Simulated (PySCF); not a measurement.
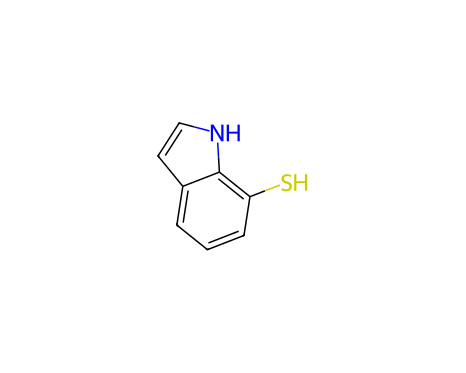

> Give its SMILES.

Sc1cccc2cc[nH]c12

> Give the formula, hydrogens included.

C8H7NS.

> An optimisation with PBE0-D3(BJ)/def2-SVP gave a structure of which point group?

Cs.

The parts below concern this one geometry. Atoms keep their numbers from picture to picture. The geometry was computed by an optimisation with PBE0-D3(BJ)/def2-SVP. No frequency run is at hand to confirm it as a minimum.

### Geometry

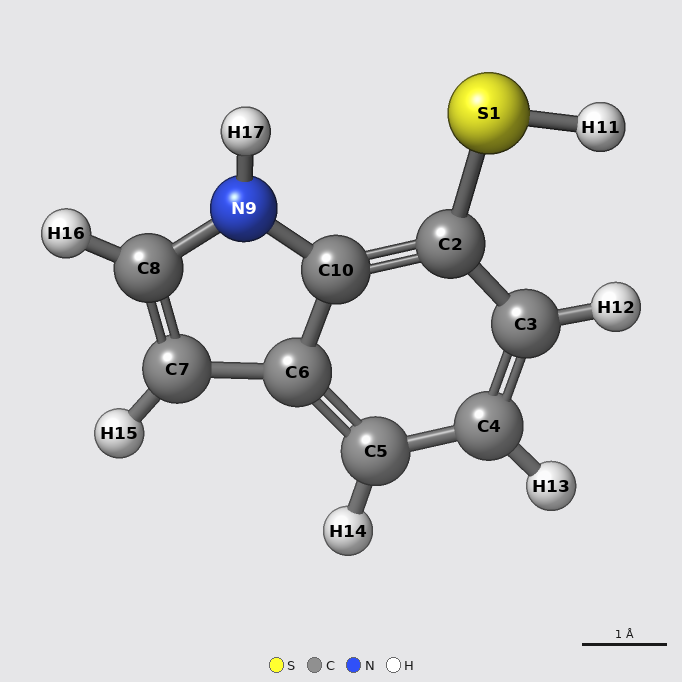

No frequency run is at hand to confirm it as a minimum.

Give these bond angles: S1–C2–C3, S1–C2–C10, C2–C3–C4, C2–C3–H12, C2–C10–C6, C2–C10–N9, C3–C2–C10, C6–C5–H14, C6–C7–C8, C7–C8–H16, C8–N9–C10, C8–N9–H17.

```
    angle  degrees
 S1–C2–C3    124.6
S1–C2–C10    118.2
 C2–C3–C4    121.2
C2–C3–H12    119.5
C2–C10–C6    122.3
C2–C10–N9    130.1
C3–C2–C10    117.2
C6–C5–H14    120.6
 C6–C7–C8    107.0
C7–C8–H16    129.8
C8–N9–C10    109.3
C8–N9–H17    125.4
```

### Electronic properties

No frequency run is at hand to confirm it as a minimum. Level of theory: CAM-B3LYP/def2-SVPD in tetrahydrofuran (IEF-PCM) (PySCF 2.14.0). Excitations: vertical, linear response.

> Estimate the mean static polarisability.

165.7 bohr³.

> What is the LUMO energy (Kohn–Sham orbital)?

0.43 eV.

> Estimate the lowest vertical singlet excitation.

4.74 eV.

> Estimate the HOMO energy (Kohn–Sham orbital).

−7.03 eV.

### Charges

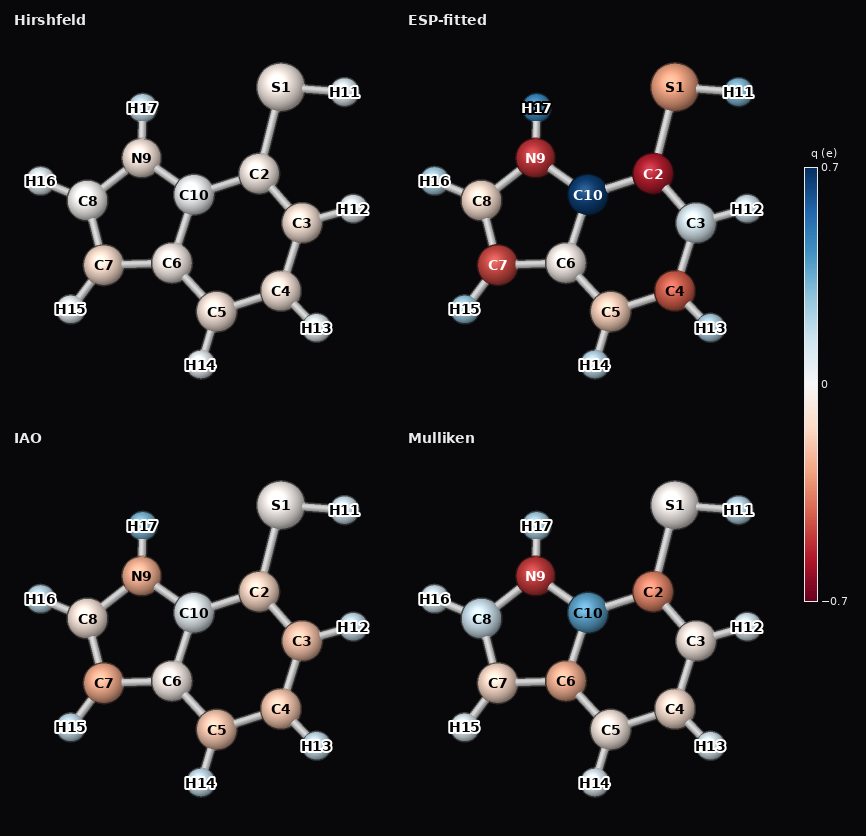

Atomic charges of one calculation by 4 schemes, on one colour scale. No frequency run is at hand to confirm it as a minimum. Method: PBE0/pcSseg-1 in acetonitrile (IEF-PCM) (PySCF 2.14.0).

> Which scheme gives the most polar picture (largest mean size of the charges)?

The ESP-fitted charges are the largest in size here, and the Hirshfeld charges the smallest.

> On which atom do the schemes disagree most?

On C10 (from 0.01 to 0.67 e).

List the charges (e), one line for each set of equivalent atoms.

```
atom  Hirshfeld  ESP-fitted    IAO  Mulliken
  S1      −0.05       −0.28  −0.03     −0.02
  C2      −0.04       −0.55  −0.14     −0.33
  C3      −0.08        0.10  −0.19     −0.06
  C4      −0.07       −0.42  −0.18     −0.10
  C5      −0.07       −0.16  −0.18     −0.06
  C6      −0.04       −0.03  −0.04     −0.25
  C7      −0.11       −0.47  −0.25     −0.13
  C8      −0.01       −0.10  −0.07      0.14
  N9      −0.07       −0.51  −0.24     −0.49
 C10       0.01        0.67   0.06      0.37
 H11       0.09        0.31   0.13      0.19
 H12       0.05        0.13   0.16      0.10
 H13       0.05        0.21   0.16      0.11
 H14       0.05        0.18   0.16      0.09
 H15       0.06        0.25   0.17      0.08
 H16       0.08        0.22   0.18      0.12
 H17       0.16        0.45   0.31      0.23
```

### NMR shielding

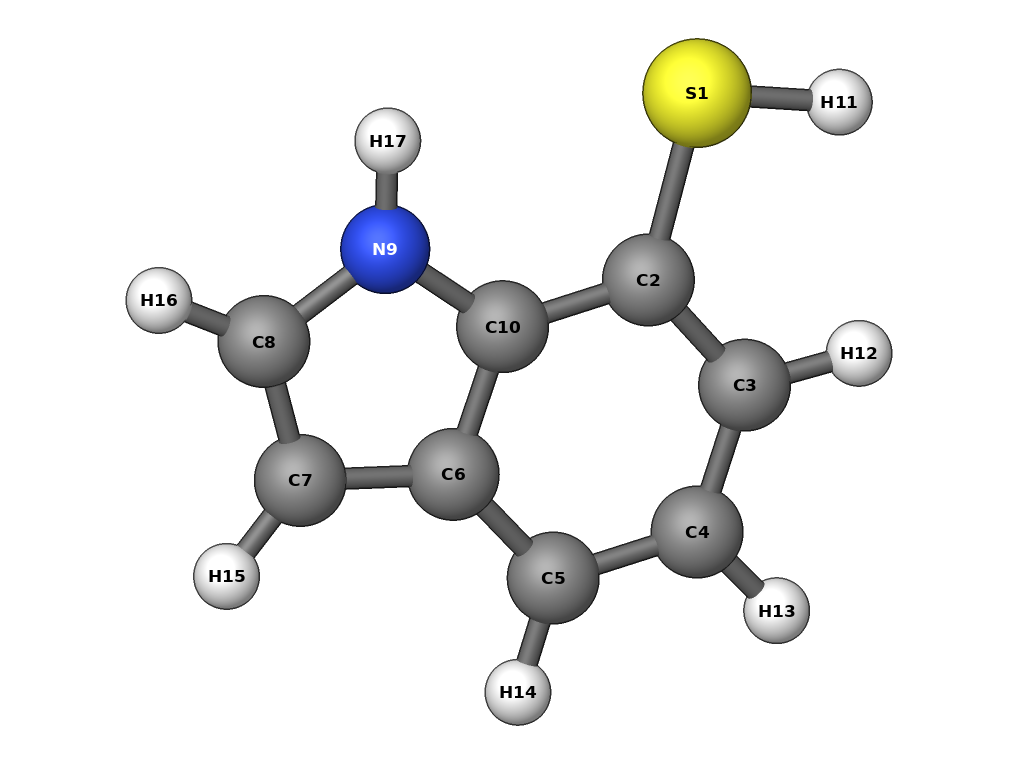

No frequency run is at hand to confirm it as a minimum. Properties computed with GIAO PBE0/pcSseg-1 NMR shielding, non-relativistic, IEF-PCM tetrahydrofuran (PySCF 2.14.0). Principal shieldings σ11 ≤ σ22 ≤ σ33, span Ω = σ33 − σ11, skew κ = 3(σiso − σ22)/Ω.

Give the shielding tensors of the S atoms.

```
atom    σ11    σ22    σ33   σiso      Ω     κ
  S1  371.7  452.9  814.7  546.5  443.0  0.63
```

Shieldings and span in ppm.

### Quadrupole coupling

No frequency run is at hand to confirm it as a minimum. Electric field gradients from the ground-state density, PBE0/pcSseg-1 in acetonitrile (IEF-PCM) (PySCF 2.14.0), non-relativistic apart from any core potentials.

Give the largest field-gradient component, the quadrupole coupling constant and the asymmetry for 33S at S1 (Q = −67.81 mb), 14N at N9 (Q = 20.44 mb), 2H at H11 (Q = 2.86 mb), 2H at H12 (Q = 2.86 mb).

```
atom  V_zz (a.u.)  e²qQ/h (MHz)     η
  S1       −2.575          41.0  0.79
  N9       −0.725         −3.48  0.12
 H11        0.219         0.147  0.20
 H12        0.300         0.202  0.11
```

Mulliken values depend strongly on the basis set and can even reverse the polarity of a bond.
